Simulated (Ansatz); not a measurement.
# B2NH5 (SMILES BNB): a chain of runs

Wanted: a series of 52 runs (PBE0/def2-SVP, UPBE0/def2-SVP, PBE/def2-TZVP, UPBE/def2-TZVP, B3LYP/def2-TZVP, UB3LYP/def2-TZVP, HF/def2-TZVP, UHF/def2-TZVP, and more) of B2H5N and its partners. 

Program for the calculation: Ansatz 0.2.0.

## (1) The structure to begin with

B2NH5: 8 atoms, total charge 0, spin state singlet. As SMILES, `BNB`. The shape is that of a PBE0-D4/def2-TZVP optimisation. The run starts from this shape.

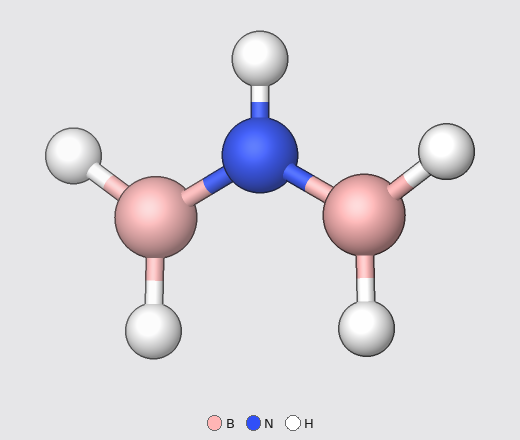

The structure, seen from a chosen angle (boron pink, nitrogen blue, hydrogen white).

## (2) A structure relaxation at PBE0/def2-SVP (paw set gaussian, start density atoms) (run 1)

File molecule.yaml:

```yaml
crystal:
  periodic: [false, false, false]
  atoms:
    - symbol: B
      position_ang: [-0.828200, 0.654900, -0.693300]
    - symbol: "N"
      position_ang: [0.260000, 0.377700, 0.170800]
    - symbol: B
      position_ang: [0.695200, -0.910900, 0.567700]
    - symbol: H
      position_ang: [-1.449400, -0.261400, -1.140100]
    - symbol: H
      position_ang: [-1.097800, 1.791200, -0.954100]
    - symbol: H
      position_ang: [0.771000, 1.169500, 0.536500]
    - symbol: H
      position_ang: [1.631600, -1.014200, 1.305600]
    - symbol: H
      position_ang: [0.109700, -1.864100, 0.150900]
basis:
  gaussian:
    orbitals: def2-SVP
hamiltonian:
  xc: pbe0
relax: {}
```

Started as:

```
$ ansatz run molecule.yaml --threads 1 --pin off --max-ram 3480MiB --events-out events.jsonl --progress --plain --runs-dir runs
```

Log:

```text
Warning: RAYON_NUM_THREADS=1 ignored (pool sized by the plan → 1); use --threads N
The last accepted step is kept in runs//last_step.txt (removed where the run ends without a failure and the disk answers)
[... 46 lines left out ...]
Total energy: -2919.15259325 eV, -107.2768791294 hartree
[... 8 lines left out ...]
Dipole moment:     0.142960     0.221482     0.102303 e Å
```

Run time: 9.6 s. Hardware: 1 thread of Arm Neoverse V1, shared host; peak memory 0.12 GiB.

The path in brief:

```tsv
step	energy from the first frame kept (eV)	largest force (eV/Å)
1	0.0000	0.3141
2	-0.0084	0.0820
3	-0.0091	0.0164
4	-0.0092	0.0128
5	-0.0092	0.0004
```

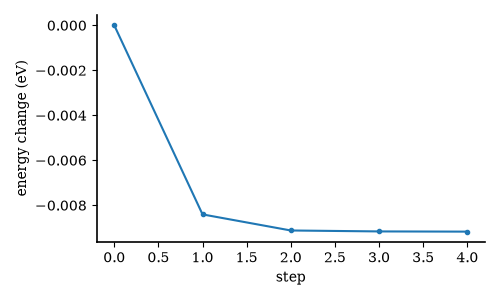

Energy along the run.

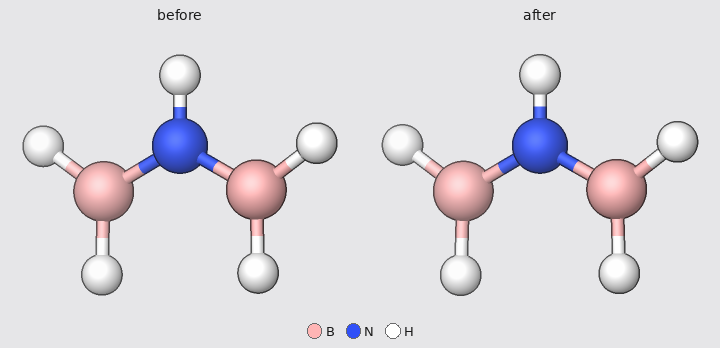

Before and after, at one scale.

After the run. Bond lengths: B1–N2 1.420 Å, N2–B3 1.420 Å, B1–H4 1.206 Å, B1–H5 1.209 Å, N2–H6 1.016 Å, B3–H7 1.209 Å, B3–H8 1.206 Å. Angles: B1–N2–B3 126.3°, B1–N2–H6 116.8°, B3–N2–H6 116.8°, N2–B1–H4 118.9°, N2–B1–H5 119.3°, N2–B3–H7 119.3°, N2–B3–H8 118.9°, H4–B1–H5 121.8°, H7–B3–H8 121.8°.

## (3) The doublet cation: a structure relaxation at UPBE0/def2-SVP (paw set gaussian, start density atoms) (run 2)

File input.yaml:

```yaml
crystal:
  periodic: [false, false, false]
  atoms:
    - symbol: B
      position_ang: [-0.828200, 0.654900, -0.693300]
    - symbol: "N"
      position_ang: [0.260000, 0.377700, 0.170800]
    - symbol: B
      position_ang: [0.695200, -0.910900, 0.567700]
    - symbol: H
      position_ang: [-1.449400, -0.261400, -1.140100]
    - symbol: H
      position_ang: [-1.097800, 1.791200, -0.954100]
    - symbol: H
      position_ang: [0.771000, 1.169500, 0.536500]
    - symbol: H
      position_ang: [1.631600, -1.014200, 1.305600]
    - symbol: H
      position_ang: [0.109700, -1.864100, 0.150900]
basis:
  gaussian: {orbitals: def2-SVP}
total_charge: 1
magnetization: {spin_polarized: true, initial_magnetization: 1}
hamiltonian: {xc: pbe0}
relax: {}
```

Started as:

```
$ ansatz run input.yaml --threads 1 --pin off --max-ram 3480MiB --events-out events.jsonl --progress --plain --runs-dir runs
```

Log:

```text
Warning: RAYON_NUM_THREADS=1 ignored (pool sized by the plan → 1); use --threads N
The last accepted step is kept in runs//last_step.txt (removed where the run ends without a failure and the disk answers)
[... 84 lines left out ...]
Total energy: -2908.40481889 eV, -106.8819057065 hartree
[... 8 lines left out ...]
Dipole moment:    -0.041106    -0.063710    -0.029451 e Å
```

Run time: 35 s. Hardware: 1 thread of Arm Neoverse V1, shared host; peak memory 0.14 GiB.

Steps, from the record of the run:

```tsv
step	energy from the first frame kept (eV)	largest force (eV/Å)
1	0.0000	3.3554
2	-0.4585	1.5712
3	-0.6571	0.4471
4	-0.7034	0.5301
5	-0.7308	0.2903
6	-0.7715	0.4735
7	-0.7813	0.2924
8	-0.7851	0.2166
9	-0.7878	0.0714
10	-0.7888	0.0166
11	-0.7888	0.0029
```

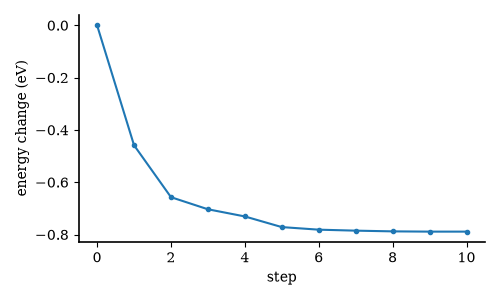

Energy along the run.

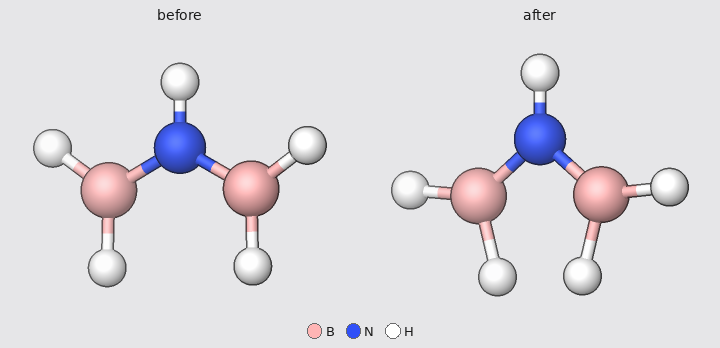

Before and after, at one scale.

After the run. Bond lengths: B1–N2 1.392 Å, N2–B3 1.392 Å, B1–H4 1.296 Å, B1–H5 1.214 Å, N2–H6 1.019 Å, B3–H7 1.214 Å, B3–H8 1.296 Å. Angles: B1–N2–B3 103.1°, B1–N2–H6 128.5°, B3–N2–H6 128.5°, N2–B1–H4 113.4°, N2–B1–H5 136.7°, N2–B3–H7 136.7°, N2–B3–H8 113.4°, H4–B1–H5 109.9°, H7–B3–H8 109.9°.

Runs 3 to 40 aren't shown in full; the table further down has their settings and results.

## (4) BNH3: the energy at UMP2/def2-TZVP (paw set gaussian, start density atoms) (run 41)

File input.yaml:

```yaml
crystal:
  periodic: [false, false, false]
  atoms:
    - {symbol: B, position_ang: [-0.851710, 0.729263, -0.715210]}
    - {symbol: N, position_ang: [0.196567, 0.730809, 0.106250]}
    - {symbol: H, position_ang: [-1.362849, -0.320641, -1.069154]}
    - {symbol: H, position_ang: [-1.312531, 1.784895, -1.123137]}
    - {symbol: H, position_ang: [0.986122, 0.807574, 0.721052]}
basis:
  gaussian: {orbitals: def2-TZVP}
magnetization: {spin_polarized: true, initial_magnetization: 1}
correlation: {method: mp2, frozen_orbitals: {B: 1, H: 0, "N": 1}}
```

Started as:

```
$ ansatz run input.yaml --threads 1 --pin off --max-ram 3480MiB --events-out events.jsonl --progress --plain --runs-dir runs
```

Log:

```text
Warning: RAYON_NUM_THREADS=1 ignored (pool sized by the plan → 1); use --threads N
Functional definition: HF
  name "HF"
  exchange = exact_x
  correlation = 0
543 factors; integrals over basis functions are off by at most 1.0e-3 eV
mean field evaluation 1: about -2197.2622 eV, gradient 2.3e1 eV
mean field evaluation 2: about -2197.2641 eV, gradient 2.3e1 eV
mean field evaluation 4: about -2200.3741 eV, gradient 3.4e0 eV
mean field evaluation 8: about -2200.6810 eV, gradient 2.9e-1 eV
mean field evaluation 16: about -2200.6826 eV, gradient 2.5e-1 eV
mean field -2200.68304598 eV, -80.8736102630 hartree, gradient 3.0e-6 eV, S^2 0.775021; 2 other end points of the search recorded, 0 dependent functions left out
2 core orbitals not correlated: weight in the atoms' cores, before any rotation towards them, 1.000 or more for the frozen orbitals, at most 0.000 for the correlated occupied ones
reference -2200.68304598 eV, -80.8736102630 hartree; 6, 5 occupied and 72, 73 virtual orbitals, 543 factors
second order -7.45239731 eV of doubles, -0.00000000 eV of singles
Total energy: -2208.13544328 eV, -81.1474808126 hartree
```

Run time: 0.72 s. Hardware: 1 thread of Arm Neoverse V1, shared host; peak memory 0.097 GiB.

Runs 42 to 51 aren't shown in full; the table further down has their settings and results.

## (5) B2NH4: a single-point energy at U-wB97M-V/def2-TZVP (paw set gaussian, start density atoms) (run 52)

File molecule.yaml:

```yaml
crystal:
  periodic: [false, false, false]
  atoms:
    - {symbol: B, position_ang: [-0.923089, 0.673950, -0.768824]}
    - {symbol: "N", position_ang: [-0.097059, -0.175347, -0.084665]}
    - {symbol: B, position_ang: [0.729081, -1.024511, 0.599525]}
    - {symbol: H, position_ang: [-1.823088, 0.228359, -1.454588]}
    - {symbol: H, position_ang: [-0.759244, 1.876532, -0.692800]}
    - {symbol: H, position_ang: [1.629155, -0.578658, 1.285025]}
    - {symbol: H, position_ang: [0.565346, -2.227125, 0.523826]}
basis:
  gaussian:
    orbitals: def2-TZVP
magnetization:
  spin_polarized: true
  initial_magnetization: 1
hamiltonian:
  xc: {name: wB97M-V}
```

Started as:

```
$ ansatz run molecule.yaml --threads 1 --pin off --max-ram 3480MiB --events-out events.jsonl --progress --plain --runs-dir runs
```

Log, shortened:

```text
Warning: RAYON_NUM_THREADS=1 ignored (pool sized by the plan → 1); use --threads N
Functional definition: wB97M-V
  name "wB97M-V"
[...]
  gx(w, u) = 1 - cx + cx01*u + cx10*w
  gss(w, u) = css00 + css04*u^4 + css10*w + css20*w^2 + css43*w^4*u^3
  gos(w, u) = cos00 + cos10*w + (cos20 + cos21*u)*w^2 + (cos60 + cos61*u)*w^6
[...]
      + integral(e_c_pw_mod_opposite_spin*gos(b97_w_opposite, b97_u_opposite)) + vv10(b, c)
669 factors; their error is unknown
206 factors; integrals over basis functions are off by at most 1.7e-5 eV
[...]
mean field -2906.50721988 eV, -106.8121702291 hartree, gradient 2.2e-5 eV, S^2 0.756238; 0 other end points of the search recorded, 0 dependent functions left out
reference -2906.50727264 eV, -106.8121721681 hartree; 11, 10 occupied and 106, 107 virtual orbitals, 669 factors
Total energy: -2906.50727264 eV, -106.8121721681 hartree
```

It took 9.3 s on 1 thread of Arm Neoverse V1, shared host; peak memory 0.3 GiB.

## (6) All runs side by side

```tsv
run	level	broken bond	fragment atoms	partner	energy (Eh)	wall time
1	PBE0/def2-SVP (paw set gaussian, start density atoms)	–	–	base	-107.276879	9.6 s
2	UPBE0/def2-SVP (paw set gaussian, start density atoms)	–	–	cation	-106.881906	35 s
3	UPBE0/def2-SVP (paw set gaussian, start density atoms)	–	–	anion	-107.259845	19 s
4	UPBE0/def2-SVP (paw set gaussian, start density atoms)	(5, 1)	(1, 2, 3, 4, 6, 7, 8)	fragment	-106.606094	14 s
5	UPBE0/def2-SVP (paw set gaussian, start density atoms)	(3, 2)	(3, 7, 8)	fragment	-25.865182	1.7 s
6	UPBE0/def2-SVP (paw set gaussian, start density atoms)	(3, 2)	(1, 2, 4, 5, 6)	fragment	-81.183962	13 s
7	UPBE0/def2-SVP (paw set gaussian, start density atoms)	(6, 2)	(1, 2, 3, 4, 5, 7, 8)	fragment	-106.613343	29 s
8	PBE/def2-TZVP (paw set gaussian, start density atoms)	–	–	base	-107.370365	1.7 s
9	UPBE/def2-TZVP (paw set gaussian, start density atoms)	–	–	cation	-106.984185	3.6 s
10	UPBE/def2-TZVP (paw set gaussian, start density atoms)	–	–	anion	-107.365882	7.2 s
11	UPBE/def2-TZVP (paw set gaussian, start density atoms)	(5, 1)	(5)	fragment	-0.499616	0.08 s
12	UPBE/def2-TZVP (paw set gaussian, start density atoms)	(5, 1)	(1, 2, 3, 4, 6, 7, 8)	fragment	-106.700753	3.6 s
13	UPBE/def2-TZVP (paw set gaussian, start density atoms)	(3, 2)	(3, 7, 8)	fragment	-25.882736	0.85 s
14	UPBE/def2-TZVP (paw set gaussian, start density atoms)	(3, 2)	(1, 2, 4, 5, 6)	fragment	-81.267495	1.4 s
15	UPBE/def2-TZVP (paw set gaussian, start density atoms)	(6, 2)	(6)	fragment	-0.499616	0.08 s
16	UPBE/def2-TZVP (paw set gaussian, start density atoms)	(6, 2)	(1, 2, 3, 4, 5, 7, 8)	fragment	-106.712000	2.7 s
17	B3LYP/def2-TZVP (paw set gaussian, start density atoms)	–	–	base	-107.557918	2.2 s
18	UB3LYP/def2-TZVP (paw set gaussian, start density atoms)	–	–	cation	-107.155543	4.2 s
19	UB3LYP/def2-TZVP (paw set gaussian, start density atoms)	–	–	anion	-107.545290	4.2 s
20	UB3LYP/def2-TZVP (paw set gaussian, start density atoms)	(5, 1)	(5)	fragment	-0.502154	0.08 s
21	UB3LYP/def2-TZVP (paw set gaussian, start density atoms)	(5, 1)	(1, 2, 3, 4, 6, 7, 8)	fragment	-106.879758	3.3 s
22	UB3LYP/def2-TZVP (paw set gaussian, start density atoms)	(3, 2)	(3, 7, 8)	fragment	-25.945821	0.51 s
23	UB3LYP/def2-TZVP (paw set gaussian, start density atoms)	(3, 2)	(1, 2, 4, 5, 6)	fragment	-81.392006	1.7 s
24	UB3LYP/def2-TZVP (paw set gaussian, start density atoms)	(6, 2)	(6)	fragment	-0.502154	0.08 s
25	UB3LYP/def2-TZVP (paw set gaussian, start density atoms)	(6, 2)	(1, 2, 3, 4, 5, 7, 8)	fragment	-106.891464	3.3 s
26	HF/def2-TZVP (paw set gaussian, start density atoms)	–	–	base	-106.822837	0.68 s
27	UHF/def2-TZVP (paw set gaussian, start density atoms)	–	–	cation	-106.426645	1.3 s
28	UHF/def2-TZVP (paw set gaussian, start density atoms)	–	–	anion	-106.765049	2.1 s
29	UHF/def2-TZVP (paw set gaussian, start density atoms)	(5, 1)	(5)	fragment	-0.499810	0.05 s
30	UHF/def2-TZVP (paw set gaussian, start density atoms)	(5, 1)	(1, 2, 3, 4, 6, 7, 8)	fragment	-106.181892	1.1 s
31	UHF/def2-TZVP (paw set gaussian, start density atoms)	(3, 2)	(3, 7, 8)	fragment	-25.760118	0.1 s
32	UHF/def2-TZVP (paw set gaussian, start density atoms)	(3, 2)	(1, 2, 4, 5, 6)	fragment	-80.873609	0.4 s
33	UHF/def2-TZVP (paw set gaussian, start density atoms)	(6, 2)	(6)	fragment	-0.499810	0.04 s
34	UHF/def2-TZVP (paw set gaussian, start density atoms)	(6, 2)	(1, 2, 3, 4, 5, 7, 8)	fragment	-106.187804	1.1 s
35	MP2/def2-TZVP (paw set gaussian, start density atoms)	–	–	base	-107.226505	1.2 s
36	UMP2/def2-TZVP (paw set gaussian, start density atoms)	–	–	cation	-106.814350	2.7 s
37	UMP2/def2-TZVP (paw set gaussian, start density atoms)	–	–	anion	-107.197644	2.3 s
38	UHF/def2-TZVP (paw set gaussian, start density atoms)	(5, 1)	(5)	fragment	-0.499810	0.04 s
39	UMP2/def2-TZVP (paw set gaussian, start density atoms)	(5, 1)	(1, 2, 3, 4, 6, 7, 8)	fragment	-106.556644	2 s
40	UMP2/def2-TZVP (paw set gaussian, start density atoms)	(3, 2)	(3, 7, 8)	fragment	-25.837669	0.14 s
41	UMP2/def2-TZVP (paw set gaussian, start density atoms)	(3, 2)	(1, 2, 4, 5, 6)	fragment	-81.147481	0.72 s
42	UHF/def2-TZVP (paw set gaussian, start density atoms)	(6, 2)	(6)	fragment	-0.499810	0.04 s
43	UMP2/def2-TZVP (paw set gaussian, start density atoms)	(6, 2)	(1, 2, 3, 4, 5, 7, 8)	fragment	-106.548765	1.9 s
44	wB97M-V/def2-TZVP (paw set gaussian, start density atoms)	–	–	base	-107.478720	8.1 s
45	U-wB97M-V/def2-TZVP (paw set gaussian, start density atoms)	–	–	cation	-107.072329	14 s
46	U-wB97M-V/def2-TZVP (paw set gaussian, start density atoms)	–	–	anion	-107.456810	14 s
47	U-wB97M-V/def2-TZVP (paw set gaussian, start density atoms)	(5, 1)	(5)	fragment	-0.494111	0.2 s
48	U-wB97M-V/def2-TZVP (paw set gaussian, start density atoms)	(5, 1)	(1, 2, 3, 4, 6, 7, 8)	fragment	-106.805159	11 s
49	U-wB97M-V/def2-TZVP (paw set gaussian, start density atoms)	(3, 2)	(3, 7, 8)	fragment	-25.909928	1.9 s
50	U-wB97M-V/def2-TZVP (paw set gaussian, start density atoms)	(3, 2)	(1, 2, 4, 5, 6)	fragment	-81.335740	5.4 s
51	U-wB97M-V/def2-TZVP (paw set gaussian, start density atoms)	(6, 2)	(6)	fragment	-0.494111	0.2 s
52	U-wB97M-V/def2-TZVP (paw set gaussian, start density atoms)	(6, 2)	(1, 2, 3, 4, 5, 7, 8)	fragment	-106.812172	9.3 s
```

## (7) What came out

| quantity | value |
| --- | --- |
| B2NH4, run 52: total energy | -106.81217 Eh |
| B2NH4, run 52: ⟨S²⟩ | 0.756 |
| adiabatic electron affinity (to the doublet anion, shapes relaxed at PBE0/def2-SVP, no zero-point term), B3LYP/def2-TZVP | -0.344 eV |
| dissociation energy of the H6–N2 bond into doublet H and doublet B2NH4 (shapes relaxed at PBE0/def2-SVP, no zero-point term), PBE/def2-TZVP | 4.320 eV |
| dissociation energy of the H5–B1 bond into doublet H and doublet B2NH4 (shapes relaxed at PBE0/def2-SVP, no zero-point term), B3LYP/def2-TZVP | 4.789 eV |
| dissociation energy of the H5–B1 bond into doublet H and doublet B2NH4 (shapes relaxed at PBE0/def2-SVP, no zero-point term), HF/def2-TZVP | 3.840 eV |
| dissociation energy of the B3–N2 bond into doublet BH2 and doublet BNH3 (shapes relaxed at PBE0/def2-SVP, no zero-point term), HF/def2-TZVP | 5.146 eV |
| dissociation energy of the B3–N2 bond into doublet BH2 and doublet BNH3 (shapes relaxed at PBE0/def2-SVP, no zero-point term), MP2/def2-TZVP | 6.568 eV |
| dissociation energy of the H5–B1 bond into doublet H and doublet B2NH4 (shapes relaxed at PBE0/def2-SVP, no zero-point term), wB97M-V/def2-TZVP | 4.883 eV |
| adiabatic ionisation energy (to the doublet cation, shapes relaxed at PBE0/def2-SVP, no zero-point term), MP2/def2-TZVP | 11.215 eV |

At B3LYP/def2-TZVP: the adiabatic electron affinity (to the doublet anion, shapes relaxed at PBE0/def2-SVP, no zero-point term) is −0.34 eV (−7.9 kcal/mol). A negative value puts this state of the anion above the relaxed parent: the electron is not bound at this level, and such a value depends on the basis. At PBE/def2-TZVP: the dissociation energy of the H6–N2 bond into doublet H and doublet B2NH4 (shapes relaxed at PBE0/def2-SVP, no zero-point term) is 4.32 eV (417 kJ/mol). At B3LYP/def2-TZVP: the dissociation energy of the H5–B1 bond into doublet H and doublet B2NH4 (shapes relaxed at PBE0/def2-SVP, no zero-point term) is 4.79 eV (110 kcal/mol). At HF/def2-TZVP: the dissociation energy of the H5–B1 bond into doublet H and doublet B2NH4 (shapes relaxed at PBE0/def2-SVP, no zero-point term) is 3.84 eV (89 kcal/mol). At HF/def2-TZVP: the dissociation energy of the B3–N2 bond into doublet BH2 and doublet BNH3 (shapes relaxed at PBE0/def2-SVP, no zero-point term) is 5.15 eV (497 kJ/mol). Totals of different functionals can't be ranked against each other. All runs together took 4 min, the longest 35 s.
